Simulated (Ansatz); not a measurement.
Electronic density of states of amorphous Zr₂₀O₄₅Ta₂, density 5.58 g/cm³, on a 2×2×2 Γ-centred mesh with a Gaussian width of 0.1 eV; energies count from the Fermi level, whose place inside the gap is arbitrary. Cell and mesh are small, so fine structure isn't converged. Calculation: PBE, scalar-relativistic without spin-orbit coupling (plane waves to 420 eV, PAW; Ansatz, a first-principles code). Sampling: a 2×2×2 Γ-centred mesh; Fermi-Dirac width 0.02 eV; no spin polarisation. At PBE the levels at the filled edge of the gap are localised (band-tail or defect states).

It comes from a melt-quench run on a machine-learned potential (CHGNet), relaxed afterwards by DFT. O atoms were pushed apart under 1.9 Å during the dynamics, to hinder bonds among them. The hot cell started wider than the set density and was brought back towards it in steps. It is the lowest in DFT energy of 2 quenches. It is a model cell: composition and starting density were chosen by hand, and all elements were melted together. No dispersion term was used. Its density started from a set value of 5.58 and ended at 5.58 g/cm³. The simulated quench (nominally 300 K/ps over its main leg) is rapid and tends to freeze in more defects than a deposited or slowly cooled glass has. A cell of this size samples the disorder only roughly. The volume was held where the preparation left it and the shape relaxed, at a PBE pressure of -0.3 GPa (tension). On a 2×2×2 Γ-centred mesh force components of up to 0.15 eV/Å stay, since the relaxation ran on the zone centre alone.

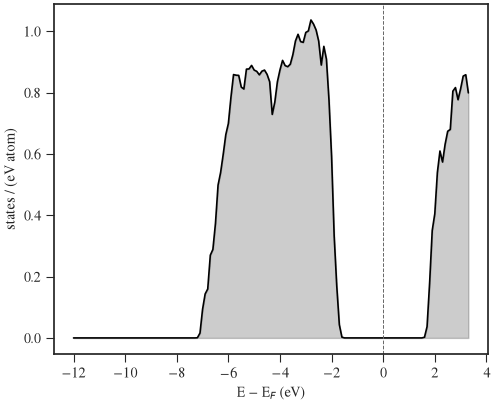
*Density of states per atom*

The level gap on this mesh is 3.57 eV; the broadening fills part of it in the curve.
